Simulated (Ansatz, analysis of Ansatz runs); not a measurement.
# MgH2 (Pbcn), nudged elastic band: V_H hop (2.6 Å) (q = +1)

Aim: the barrier of one jump in MgH2 (Pbcn) at charge +1: V_H hop (2.6 Å). The model is a cell of 192 host atoms with 1 H taken out; H is the atom that moves.

Program: Ansatz 0.2.0. Level of theory: plane-wave PAW DFT, PBEsol; nudged elastic band between two relaxed defect structures at fixed charge in a uniform background. Results are calculated unless marked as measured.

**1. Starting point**

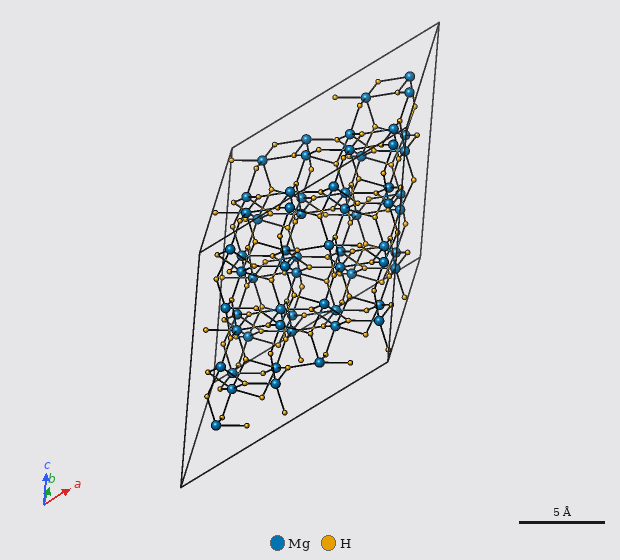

The starting structure, seen slightly off an axis (magnesium blue, hydrogen orange).

The cell holds 191 atoms: 64 Mg and 127 H. Its edges and angles: a = 14.567 Å, b = 13.265 Å, c = 14.018 Å, α = 64.5°, β = 55.3°, γ = 60.3°. It derives from MgH2 (space group Pbcn). Nearest the centre at fractional (0.590, 0.285, 0.464): H118 at 1.32 Å, Mg97 at 1.49 Å, H111 at 2.23 Å, H34 at 2.23 Å, Mg30 at 2.47 Å, Mg101 at 2.47 Å, Mg104 at 2.54 Å, H115 at 2.54 Å. The cell carries charge +1.

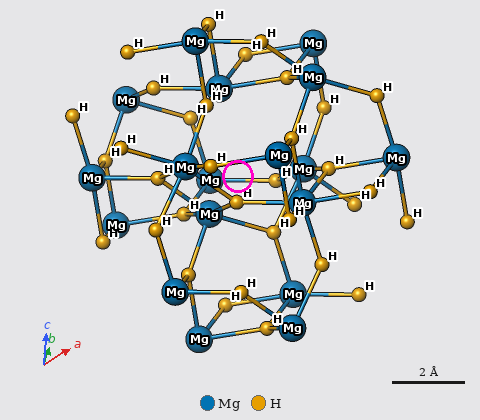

The atoms within 5 Å of the centre. A ring marks the centre wherever it is empty.

The cell's shortest repeat is 13.3 Å.

**2. Relaxation of the start point, charge +1**

The ends come first: from an unrelaxed start the top is counted from too high an energy, and the barrier comes out too low. Small random displacements break the symmetry of the ideal sites, so that the defect can distort if it gains by it. The charge of +1 is set by the electron count, and a uniform background keeps the cell neutral.

The input, qp1_c192k1s.start/input.yaml:

```yaml
crystal:
  lattice:
    - [0.0, 10.78733868, 9.78929187]
    - [8.95206104, 0.0, 9.78929187]
    - [8.95206104, 10.78733868, 0.0]
  atoms:
    - { symbol: Mg, position: [0.02011704, 0.35488296, 0.39511704] }
    - { symbol: Mg, position: [0.27011704, 0.10488296, 0.14511704] }
[... 1 atom line left out ...]
    - { symbol: Mg, position: [0.47988296, 0.14511704, 0.35488296] }
[... 7 atom lines left out ...]
    - { symbol: H, position: [0.48874419, 0.30070569, 0.31429225] }
[... 9 atom lines left out ...]
    - { symbol: H, position: [0.26125581, 0.44929431, 0.43570775] }
[... 4 atom lines left out ...]
    - { symbol: Mg, position: [0.22988296, 0.39511704, 0.60488296] }
    - { symbol: Mg, position: [0.47988296, 0.14511704, 0.85488296] }
[... 1 atom line left out ...]
    - { symbol: Mg, position: [0.47988296, 0.14511704, 0.60488296] }
[... 3 atom lines left out ...]
    - { symbol: H, position: [0.39625787, 0.31429225, 0.55070569] }
[... 1 atom line left out ...]
    - { symbol: H, position: [0.48874419, 0.30070569, 0.81429225] }
[... 3 atom lines left out ...]
    - { symbol: H, position: [0.42570569, 0.11374419, 0.52125787] }
[... 1 atom line left out ...]
    - { symbol: H, position: [0.32429431, 0.13625581, 0.72874213] }
[... 5 atom lines left out ...]
    - { symbol: H, position: [0.35374213, 0.43570775, 0.69929431] }
[... 3 atom lines left out ...]
    - { symbol: Mg, position: [0.47988296, 0.64511704, 0.35488296] }
[... 9 atom lines left out ...]
    - { symbol: H, position: [0.43929225, 0.52125787, 0.36374419] }
[... 11 atom lines left out ...]
    - { symbol: Mg, position: [0.27011704, 0.60488296, 0.64511704] }
[... 8 atom lines left out ...]
    - { symbol: H, position: [0.23874419, 0.55070569, 0.56429225] }
[... 4 atom lines left out ...]
    - { symbol: H, position: [0.42570569, 0.61374419, 0.52125787] }
[... 8 atom lines left out ...]
    - { symbol: Mg, position: [0.52011704, 0.35488296, 0.39511704] }
    - { symbol: Mg, position: [0.77011704, 0.10488296, 0.14511704] }
    - { symbol: Mg, position: [0.72988296, 0.39511704, 0.10488296] }
    - { symbol: Mg, position: [0.97988296, 0.14511704, 0.35488296] }
    - { symbol: Mg, position: [0.72988296, 0.39511704, 0.35488296] }
[... 2 atom lines left out ...]
    - { symbol: Mg, position: [0.77011704, 0.10488296, 0.39511704] }
    - { symbol: H, position: [0.64625787, 0.06429225, 0.30070569] }
[... 3 atom lines left out ...]
    - { symbol: H, position: [0.68929225, 0.27125787, 0.11374419] }
    - { symbol: H, position: [0.93929225, 0.02125787, 0.36374419] }
    - { symbol: H, position: [0.67570569, 0.36374419, 0.27125787] }
[... 1 atom line left out ...]
    - { symbol: H, position: [0.82429431, 0.13625581, 0.22874213] }
    - { symbol: H, position: [0.56070775, 0.47874213, 0.13625581] }
    - { symbol: H, position: [0.81070775, 0.22874213, 0.38625581] }
[... 1 atom line left out ...]
    - { symbol: H, position: [0.76125581, 0.44929431, 0.43570775] }
    - { symbol: H, position: [0.60374213, 0.18570775, 0.44929431] }
    - { symbol: H, position: [0.85374213, 0.43570775, 0.19929431] }
[... 1 atom line left out ...]
    - { symbol: Mg, position: [0.77011704, 0.10488296, 0.64511704] }
    - { symbol: Mg, position: [0.72988296, 0.39511704, 0.60488296] }
[... 3 atom lines left out ...]
    - { symbol: Mg, position: [0.52011704, 0.35488296, 0.64511704] }
[... 1 atom line left out ...]
    - { symbol: H, position: [0.64625787, 0.06429225, 0.80070569] }
[... 1 atom line left out ...]
    - { symbol: H, position: [0.73874419, 0.05070569, 0.56429225] }
[... 1 atom line left out ...]
    - { symbol: H, position: [0.68929225, 0.27125787, 0.61374419] }
[... 2 atom lines left out ...]
    - { symbol: H, position: [0.92570569, 0.11374419, 0.52125787] }
[... 2 atom lines left out ...]
    - { symbol: H, position: [0.56070775, 0.47874213, 0.63625581] }
[... 1 atom line left out ...]
    - { symbol: H, position: [0.51125581, 0.19929431, 0.68570775] }
[... 11 atom lines left out ...]
    - { symbol: H, position: [0.64625787, 0.56429225, 0.30070569] }
[... 12 atom lines left out ...]
    - { symbol: H, position: [0.76125581, 0.94929431, 0.43570775] }
[... 4 atom lines left out ...]
    - { symbol: Mg, position: [0.72988296, 0.89511704, 0.60488296] }
[... 15 atom lines left out ...]
    - { symbol: H, position: [0.56070775, 0.97874213, 0.63625581] }
[... 4 atom lines left out ...]
    - { symbol: H, position: [0.85374213, 0.93570775, 0.69929431] }
total_charge: 1
basis:
  ecutwfc: 420
  xc_grid: 2
hamiltonian:
  xc: pbesol
kpoints:
  mp_grid: { grid: [1, 1, 1], shift: [0.25, 0.25, 0.25] }
scf:
  occupations: { method: fixed }
  max_iter: 120
output:
  forces: true
relax:
  f_tol: 0.02
  max_steps: 70
  random_displacement: { amplitude: 0.03, seed: 9898 }
```

Started as:

```sh
$ ansatz run input.yaml --threads 32 --pin off --max-ram 84787MiB --backend cuda --events-out ev --progress --plain --runs-dir out --max-vram 78GiB
```

Numbers of over 12 decimals in the logs are rounded to 6 here.

The log of the run:

```text
[... repeated set-up lines and file paths are left out, and long positions are rounded to six places ...]
The last accepted step is kept in <dir> (removed where the run ends without a failure and the disk answers)
Engine: ansatz 0.2.0, aarch64-unknown-linux-gnu
Pseudopotentials: kind: paw
Pseudopotential: Mg, paw, valence charge 10, recommended cutoff 420 eV (normal), Mg.paw.azcp
Pseudopotential: H, paw, valence charge 1, recommended cutoff 420 eV (normal), H.paw.azcp
Functional definition: PBEsol
  exchange = pbesol_x
  correlation = pbesol_c
[...]
Crystal: 191 atoms, lattice volume = 1890.683 Å³
Basis set: ecut = 420 eV, 36997 PW (Γ), exchange–correlation on 200×180×192 points (8 copies of the dense FFT grid, shifted against one another)
Bands: 574, of which v1, the nominal top of the filled ones, is band 383 counted from 1 (382 counted from 0)
Symmetry: 1 space group operations
k-points: 1
Non-local potential: Mg, projectors of the file, l = 0: 3, l = 1: 2, l = 2: 1
Non-local potential: H, projectors of the file, l = 0: 2, l = 1: 1
PAW form: soft (Blöchl's): semilocal exchange-correlation on the pseudo side does not see the compensation charge
PAW frozen core: Mg, regenerated for the run's functional, and the local potential with it (the file was generated under x = pbe(κ = 0.804, μ = 0.219515), c = pbe(β = 0.066725))
PAW one-centre angular grid: Mg, 110 points (default); XC on 64 Gauss nodes
PAW one-centre angular grid: H, 110 points (default); XC on 64 Gauss nodes
Initial density: superposition of atomic densities (neutral atoms scaled as one to the charged cell's electrons: chi_scale 0, normalization atom), corrected by the library's trained network
Initial wavefunctions: pseudopotential atomic-orbital guess
[...]
Functional: x = pbesol(κ = 0.804, μ = 0.123457), c = pbesol(β = 0.046)
SCF iter   1: F=—  HF=-124396.474185 eV  |F-HF|=—  |Δ(HF+E_count)|=         —  Δρ=7.72e-3  dr2=1.54e0  ethr=1.77e-3  ⟨swp⟩=4.0  Hψ=1567  notcnv=0  defer=188
preconditioner: auto → Resta (q_TF=auto, 2.347 Å⁻¹)  ε∞=2.5  [insulator: Δε(μ)=1.945 eV  Ē_g=11.019 eV  n_scr=416 (ndim 8)  ℏωp=13.6 eV  f_vac=0.000  ε∞_Penn≈2.5]
SCF iter   2: F=—  HF=-124396.067481 eV  |F-HF|=—  |Δ(HF+E_count)|=   4.07e-1  Δρ=3.81e-3  dr2=3.21e-1  ethr=2.01e-4  ⟨swp⟩=3.0  Hψ=586  notcnv=0  defer=189
SCF iter   3: F=—  HF=-124395.972413 eV  |F-HF|=—  |Δ(HF+E_count)|=   9.51e-2  Δρ=4.94e-4  dr2=6.34e-3  ethr=4.19e-5  ⟨swp⟩=4.0  Hψ=711  notcnv=0  defer=118
automatic band count: iteration 3 solves 503 bands in place of 574: the levels show a gap, and the empty bands left out lie too high to hold charge; the band table lists the bands solved (type scf.n_extra_bands for more)
SCF iter   4: F=—  HF=-124395.974380 eV  |F-HF|=—  |Δ(HF+E_count)|=   1.97e-3  Δρ=1.31e-4  dr2=4.55e-4  ethr=8.27e-7  ⟨swp⟩=2.0  Hψ=824  notcnv=0  defer=118
[...]
SCF iter   6: F=-124395.974499 eV  HF=-124395.974499 eV  |F-HF|=1.51e-8  |Δ(HF+E_count)|=   1.47e-7  Δρ=5.94e-6  dr2=7.17e-7  ethr=1.31e-9  ⟨swp⟩=3.0  Hψ=1273  notcnv=0
SCF 1 converged in 6 iterations: F = -124395.974499 eV  dr2 = 7.17e-7
  greatest PAW one-centre occupation: 1.000 electrons in one spin orbital (limit 2), on the Mg atom at site 51 (counted from 0), in its partial waves of l = 0
relax step   1: F+E_penalty+E_count = -124395.97449912 eV  Δ(F+E_penalty+E_count) = +0.000e0 eV  max|allowed force component| = 1.122e0 eV/Å  Δτ_max = 0.0000 Å  (6 SCF iters, dr2 threshold 1.00e-5 eV, accepted)
[... the SCF cycles and remarks between the steps are left out from here to the last step ...]
relax step   2: F+E_penalty+E_count = -124397.03882393 eV  Δ(F+E_penalty+E_count) = -1.064e0 eV  max|allowed force component| = 2.561e-1 eV/Å  Δτ_max = 0.1949 Å  (5 SCF iters, dr2 threshold 7.87e-5 eV, accepted)
relax step   3: F+E_penalty+E_count = -124397.27565277 eV  Δ(F+E_penalty+E_count) = -2.368e-1 eV  max|allowed force component| = 4.699e-2 eV/Å  Δτ_max = 0.1769 Å  (6 SCF iters, dr2 threshold 4.10e-6 eV, accepted)
[...]
SCF 4 converged in 6 iterations: F = -124397.286345 eV  dr2 = 9.68e-9
relax step   4: F+E_penalty+E_count = -124397.28634533 eV  Δ(F+E_penalty+E_count) = -1.069e-2 eV  max|allowed force component| = 7.894e-3 eV/Å  Δτ_max = 0.0554 Å  (6 SCF iters, accepted)
SCF converged after 6 iterations
[...]
- { symbol: H, position: [0.674243, 0.363274, 0.771211] }
    - { symbol: H, position: [0.922717, 0.115685, 0.521710] }
    - { symbol: H, position: [0.576545, 0.387991, 0.977895] }
    - { symbol: H, position: [0.821382, 0.139047, 0.728423] }
    - { symbol: H, position: [0.558946, 0.479038, 0.636368] }
    - { symbol: H, position: [0.810334, 0.228937, 0.886495] }
    - { symbol: H, position: [0.509979, 0.202347, 0.688734] }
    - { symbol: H, position: [0.758704, 0.449707, 0.937523] }
    - { symbol: H, position: [0.603403, 0.185324, 0.951742] }
    - { symbol: H, position: [0.854003, 0.435902, 0.696871] }
    - { symbol: Mg, position: [0.520263, 0.854422, 0.394807] }
    - { symbol: Mg, position: [0.770454, 0.609536, 0.140023] }
    - { symbol: Mg, position: [0.730148, 0.895789, 0.104782] }
    - { symbol: Mg, position: [0.980229, 0.644867, 0.354925] }
    - { symbol: Mg, position: [0.729826, 0.895078, 0.355385] }
    - { symbol: Mg, position: [0.980655, 0.644906, 0.104471] }
    - { symbol: Mg, position: [0.519565, 0.855590, 0.144592] }
    - { symbol: Mg, position: [0.769518, 0.606691, 0.394279] }
    - { symbol: H, position: [0.650746, 0.559761, 0.300635] }
    - { symbol: H, position: [0.896420, 0.814426, 0.050936] }
    - { symbol: H, position: [0.736722, 0.549951, 0.066053] }
    - { symbol: H, position: [0.988217, 0.800673, 0.314534] }
    - { symbol: H, position: [0.688596, 0.773468, 0.112508] }
    - { symbol: H, position: [0.938148, 0.521625, 0.363988] }
    - { symbol: H, position: [0.675970, 0.863322, 0.271494] }
    - { symbol: H, position: [0.926583, 0.615174, 0.019655] }
    - { symbol: H, position: [0.573171, 0.887414, 0.478586] }
    - { symbol: H, position: [0.824973, 0.634128, 0.228109] }
    - { symbol: H, position: [0.560644, 0.977593, 0.137601] }
    - { symbol: H, position: [0.810204, 0.728727, 0.387125] }
    - { symbol: H, position: [0.513106, 0.697756, 0.185925] }
    - { symbol: H, position: [0.759798, 0.950758, 0.436285] }
    - { symbol: H, position: [0.603087, 0.684844, 0.448302] }
    - { symbol: H, position: [0.853419, 0.936663, 0.200403] }
    - { symbol: Mg, position: [0.520207, 0.853190, 0.895720] }
    - { symbol: Mg, position: [0.769485, 0.605903, 0.644058] }
    - { symbol: Mg, position: [0.729548, 0.895593, 0.605415] }
    - { symbol: Mg, position: [0.980465, 0.645362, 0.853849] }
    - { symbol: Mg, position: [0.730356, 0.894379, 0.855196] }
    - { symbol: Mg, position: [0.979249, 0.645383, 0.604904] }
    - { symbol: Mg, position: [0.520000, 0.856009, 0.645160] }
    - { symbol: Mg, position: [0.770112, 0.604487, 0.894814] }
    - { symbol: H, position: [0.646632, 0.564059, 0.799747] }
    - { symbol: H, position: [0.895964, 0.814976, 0.550532] }
    - { symbol: H, position: [0.736759, 0.551001, 0.563999] }
    - { symbol: H, position: [0.988444, 0.801031, 0.814010] }
    - { symbol: H, position: [0.688922, 0.772535, 0.613153] }
    - { symbol: H, position: [0.938820, 0.521198, 0.864199] }
    - { symbol: H, position: [0.675233, 0.863684, 0.771820] }
    - { symbol: H, position: [0.925238, 0.613700, 0.521287] }
    - { symbol: H, position: [0.573411, 0.887853, 0.978221] }
    - { symbol: H, position: [0.823939, 0.635952, 0.728677] }
    - { symbol: H, position: [0.560423, 0.981281, 0.635141] }
    - { symbol: H, position: [0.810045, 0.727826, 0.887832] }
    - { symbol: H, position: [0.511521, 0.699918, 0.685277] }
    - { symbol: H, position: [0.760979, 0.949669, 0.935688] }
    - { symbol: H, position: [0.603663, 0.684477, 0.950554] }
    - { symbol: H, position: [0.852669, 0.936404, 0.699302] }
```

It took 3.5 s on 1 × NVIDIA GB200 with 32 threads of Arm Neoverse V2, shared host; peak memory 1.4 GiB.

The steps of the relaxation:

```tsv
step	energy less that of the first step (eV)	largest force component (eV/Å)
1	0.0000	1.1224
2	-1.0643	0.2561
3	-1.3012	0.0470
4	-1.3118	0.0079
```

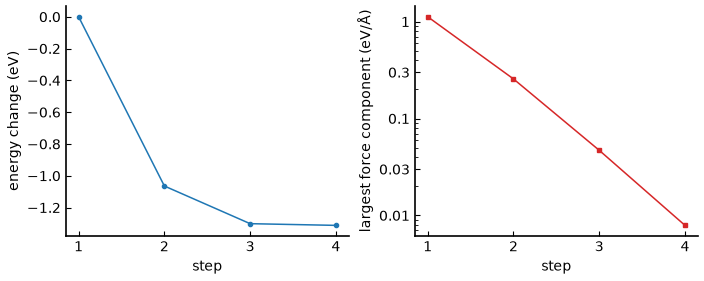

Energy and largest force along the relaxation.

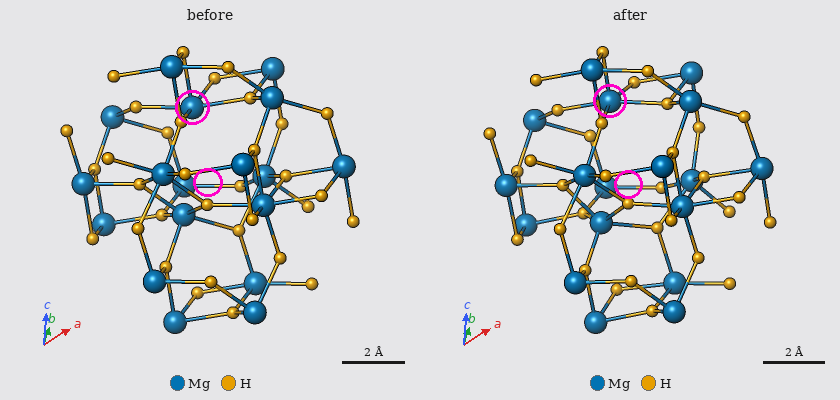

Before and after: the atoms that start within 5 Å of the centre. Mg126, which moves most, is ringed if it is among them. A ring with no atom in it marks the empty centre.

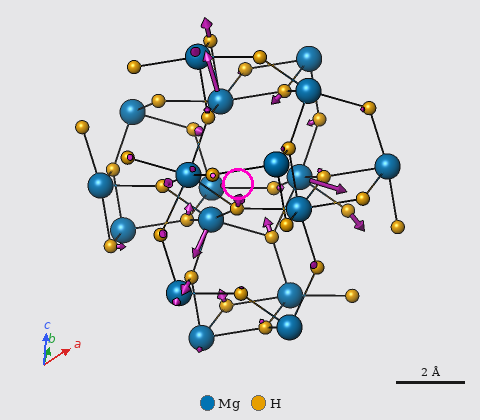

Displacements in the relaxation from the typed sites near the centre, exaggerated, the mean shift taken out; the longest in the cell stands for 0.33 Å. A ring marks the centre wherever it is empty.

The atoms that moved most (Å, from the sites as typed, ahead of the random displacement, the mean shift of all atoms taken out):

```tsv
atom	dx	dy	dz	length
Mg126	0.237	0.202	-0.117	0.333
Mg101	-0.186	0.065	0.234	0.305
Mg97	-0.113	-0.208	-0.075	0.248
H36	0.072	0.132	-0.101	0.182
H119	-0.112	-0.066	0.119	0.176
H118	0.110	0.016	0.107	0.154
H12	-0.078	-0.074	-0.084	0.137
H111	0.111	0.051	-0.012	0.122
```

Neighbours of H118 at the end:

```tsv
atom	distance (Å)
Mg104	1.920
Mg30	1.954
Mg97	2.002
H34	2.421
H111	2.580
H130	2.675
H40	2.760
H115	2.808
H140	2.813
H12	2.818
```

This step gave:

| Property | Result |
| --- | --- |
| free energy | -124397.2863 eV |
| r.m.s. move of the farther half of the atoms | 0.01711 Å |
| largest move from the ideal geometry of this structure, a common shift of the far atoms taken out | 0.3343 Å |

The relaxation gained 1.312 eV and ended with a largest force component of 0.0079 eV/Å.

(Continued in part 2 of 4.)

[Logs are printed without paths, hosts, clocks, repeated set-up lines and the standing remarks that a program may print on its own settings, such as how far it seeks lower states.]

[Hosts, paths, dates, database ids (printed as entryN), source tags and the programs' standing remarks are cut or masked in the printed files.]
